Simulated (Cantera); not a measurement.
Input: 1 mol B2O3, 7 mol O2, 20 mol N2, held at 1.00 Torr.

Equilibrium computed with Cantera from the NASA thermochemical tables; the gas is ideal and each condensed phase is pure. Candidate condensed phases: B, BN, B2O3; 17 gas species. Rates play no part.

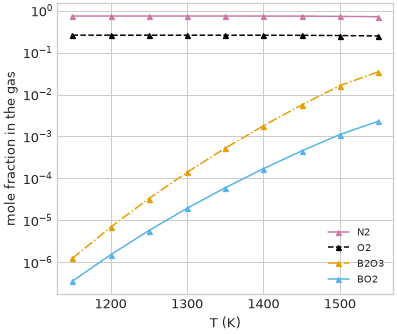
Equilibrium gas composition (values under 1e-9 drawn at 1e-9)

From 1150 K to 1500 K the condensed part is B2O3(l). At 1550 K nothing is condensed. The main B-bearing gas is B2O3 throughout.
